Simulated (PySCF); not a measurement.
# BF (SMILES [B]F) at CISD/STO-3G

Aim: the vertical singlet–triplet gap of BF at CISD/STO-3G, from 2 runs. Input form: a Python script.

The calculation is run with PySCF 2.14.0.

23 further runs of the same task are left out: 9 that didn't finish, 14 set aside as unsound or not needed.

## (1) The molecule

The species is BF (2 atoms), meant as a singlet with charge 0. SMILES: `[B]F`. The shape is that of a GFN2-xTB optimisation.

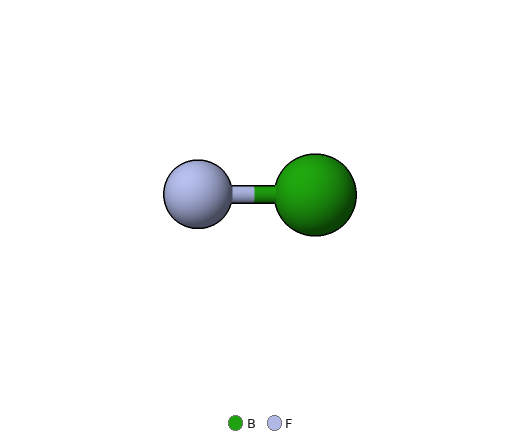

Viewed from a chosen angle; boron green, fluorine light blue.

## (2) A single-point energy at CISD/STO-3G

File run.py:

```python
from pyscf import gto, scf, ci

mol = gto.Mole()
mol.atom = 'B 0.000000 0.000000 0.000000; F 0.000000 0.000000 1.244390'
mol.charge = 0
mol.max_memory = 1860
mol.basis = 'sto-3g'
mol.spin = 0
mol.verbose = 4
mol.build()

mf = scf.RHF(mol)
mf.conv_tol = 1e-10
mf.kernel()
if not mf.converged:
    mf = mf.newton().run(mf.mo_coeff, mf.mo_occ)

cisd = ci.CISD(mf, frozen=2)
cisd.kernel()
energy = cisd.e_tot
print('Final energy', energy)
```

On the command line:

```sh
OMP_NUM_THREADS=1 python run.py
```

What it wrote:

```text
PySCF version 2.14.0

[INPUT] num. atoms = 2
[INPUT] num. electrons = 14
[INPUT] charge = 0
[INPUT] spin (= nelec alpha-beta = 2S) = 0
[INPUT] symmetry False subgroup None
[INPUT] Mole.unit = angstrom
[INPUT] Symbol           X                Y                Z      unit          X                Y                Z       unit  Magmom
[INPUT]  1 B      0.000000000000   0.000000000000   0.000000000000 AA    0.000000000000   0.000000000000   0.000000000000 Bohr   0.0
[INPUT]  2 F      0.000000000000   0.000000000000   1.244390000000 AA    0.000000000000   0.000000000000   2.351556292148 Bohr   0.0

nuclear repulsion = 19.1362631421017
number of shells = 6
number of NR pGTOs = 30
number of NR cGTOs = 10
basis = sto-3g
ecp = {}

******** <class 'pyscf.scf.hf.RHF'> ********
method = RHF
initial guess = minao
damping factor = 0
level_shift factor = 0
DIIS = <class 'pyscf.scf.diis.CDIIS'>
diis_start_cycle = 1
diis_space = 8
diis_damp = 0
SCF conv_tol = 1e-10
SCF conv_tol_grad = None
SCF max_cycles = 50
direct_scf = True
direct_scf_tol = 1e-13
Set gradient conv threshold to 1e-05
Initial guess from minao.
init E= -122.385947726256
  HOMO = -0.21826038858119  LUMO = 0.219282681727286  gap/eV = 11.90615
cycle= 1 E= -122.31865508033  delta_E= 0.0673  |g|= 0.308  |ddm|= 1.51
  HOMO = -0.310627139403477  LUMO = 0.314526785569193  gap/eV = 17.01130
cycle= 2 E= -122.351664473267  delta_E= -0.033  |g|= 0.127  |ddm|= 0.599
  HOMO = -0.279160964440374  LUMO = 0.332022827491456  gap/eV = 16.63116
cycle= 3 E= -122.356528910455  delta_E= -0.00486  |g|= 0.0128  |ddm|= 0.133
  HOMO = -0.278343914044084  LUMO = 0.333377686217679  gap/eV = 16.64579
cycle= 4 E= -122.356628317437  delta_E= -9.94e-05  |g|= 0.00204  |ddm|= 0.0376
  HOMO = -0.278236453440949  LUMO = 0.333038449196408  gap/eV = 16.63364
cycle= 5 E= -122.356631210827  delta_E= -2.89e-06  |g|= 0.000436  |ddm|= 0.00581
  HOMO = -0.278303756140518  LUMO = 0.33311855566675  gap/eV = 16.63765
cycle= 6 E= -122.356631289887  delta_E= -7.91e-08  |g|= 5.71e-05  |ddm|= 0.000747
  HOMO = -0.278298414083812  LUMO = 0.333114598905238  gap/eV = 16.63740
cycle= 7 E= -122.356631291899  delta_E= -2.01e-09  |g|= 2.38e-06  |ddm|= 0.000149
  HOMO = -0.278298392568487  LUMO = 0.333115212071294  gap/eV = 16.63741
cycle= 8 E= -122.356631291901  delta_E= -1.76e-12  |g|= 5.33e-08  |ddm|= 4.57e-06
  HOMO = -0.278298391499123  LUMO = 0.33311523257996  gap/eV = 16.63741
Extra cycle  E= -122.356631291901  delta_E= 2.84e-14  |g|= 2.64e-08  |ddm|= 8.48e-08
converged SCF energy = -122.356631291901

******** <class 'pyscf.ci.cisd.RCISD'> ********
CISD nocc = 5, nmo = 8
frozen orbitals 2
max_cycle = 50
direct = 0
conv_tol = 1e-09
max_cycle = 50
max_space = 12
lindep = 0
nroots = 1
Init t2, MP2 energy = -0.0616659419008198
RCISD converged
E(RCISD) = -122.4328394433468  E_corr = -0.07620815144599555
Final energy -122.43283944334675
```

Wall time 0.44 s (1 thread of Arm Neoverse V2, shared host); peak memory 0.1 GiB.

## (3) The triplet

File job.py:

```python
from pyscf import gto, scf, ci

mol = gto.M(
    atom='''
B      0.000000     0.000000     0.000000
F      0.000000     0.000000     2.351556
''',
    max_memory=1860,
    verbose=3,
    basis='sto-3g',
    spin=2,
    unit='bohr',
    charge=0,
)

mf = scf.UHF(mol)
mf.conv_tol = 1e-10
mf.kernel()
if not mf.converged:
    mf = mf.newton().run(mf.mo_coeff, mf.mo_occ)

cisd = ci.CISD(mf, frozen=2)
cisd.kernel()
e_final = cisd.e_tot
print('E(%s) = %.9f' % ('CISD', e_final))
```

On the command line:

```sh
OMP_NUM_THREADS=1 python job.py
```

What it wrote:

```text
WARN: HOMO 0.219282708835242 >= LUMO -0.218260374321795

converged SCF energy = -122.262007139177  <S^2> = 2.010081  2S+1 = 3.0067131
E(UCISD) = -122.3082078073468  E_corr = -0.04620066816964925
E(CISD) = -122.308207807
```

Run time: 0.48 s. Hardware: 1 thread of Arm Neoverse V2, shared host; peak memory 0.1 GiB.

## (4) Summary of results

At CISD/STO-3G, 2 core orbitals frozen:

| quantity | value |
| --- | --- |
| singlet: total energy | -122.43284 Eh |
| singlet: dipole moment (Hartree–Fock density) | 1.17 D |
| singlet: HOMO energy (Hartree–Fock orbitals) | -7.57 eV |
| singlet: LUMO energy (Hartree–Fock orbitals) | 9.06 eV |
| singlet: HOMO–LUMO gap (Hartree–Fock orbitals) | 16.64 eV |
| singlet: correlation energy (2 core orbitals frozen) | -76.2 mEh |
| triplet: total energy | -122.30821 Eh |
| triplet: dipole moment (Hartree–Fock density) | 0.66 D |
| triplet: HOMO energy (Hartree–Fock orbitals) (highest over α and β) | -4.58 eV |
| triplet: LUMO energy (Hartree–Fock orbitals) (lowest over α and β) | 6.81 eV |
| triplet: correlation energy (2 core orbitals frozen) | -46.2 mEh |
| triplet: ⟨S²⟩ of the reference determinant | 2.010 |
| vertical energy of the triplet above the singlet | 3.391 eV |

At this shape the triplet lies 3.39 eV (327 kJ/mol) above the singlet. In a minimal basis such a difference can be off by several eV, whatever the method.
